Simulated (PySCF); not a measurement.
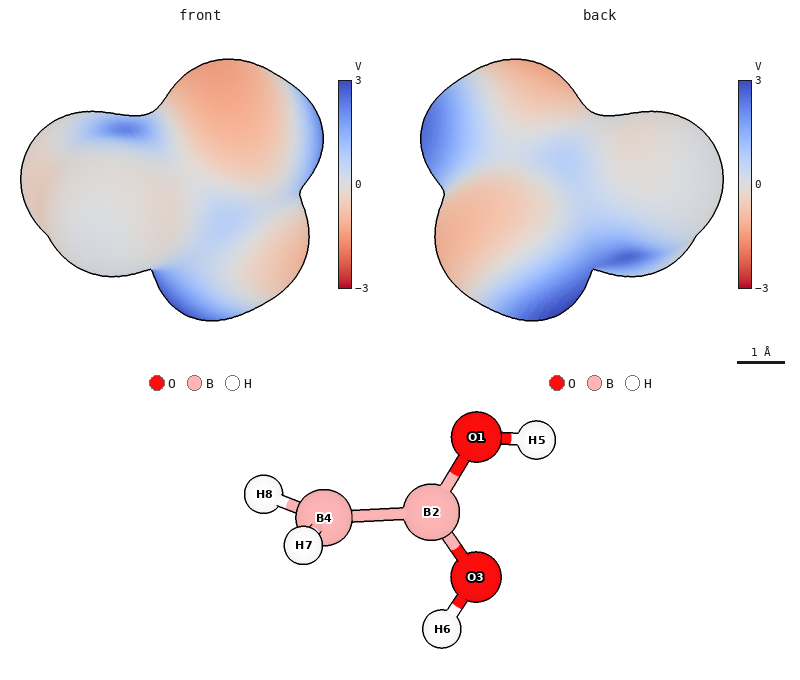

Figure 1: B2H4O2. The electrostatic potential painted on the density surface at 0.002 e/bohr³, seen from the front and from behind; red is negative and blue positive. The bare structure is drawn below in the same view.

Geometry: PBE0-D3(BJ)/def2-SVP.

Level of theory: PBE0/pcSseg-2, SCF density, gas phase, non-relativistic (PySCF).

Input file:

```
{"job": {"kind": "nmr", "xc": "PBE0", "basis": "pcSseg-2"}, "charge": 0, "multiplicity": 1}
O     -0.057396     1.664335     0.105560
B      0.037793     0.343239    -0.204154
O      0.176319     0.024402    -1.529959
B     -0.027769    -0.770739     1.086822
H     -0.014536     2.214217    -0.687638
H      0.238540    -0.917545    -1.706571
H      0.965287    -1.131348     1.679870
H     -1.071183    -1.255629     1.466757
```

Launched as:

```sh
OMP_NUM_THREADS=1 python cluster_run.py task.json out
```

Where is the surface potential most negative and most positive?

The most negative region (about −1.3 V) lies over O1, the most positive (about +2.9 V) over H6. O1 is the likeliest acceptor of a hydrogen bond.
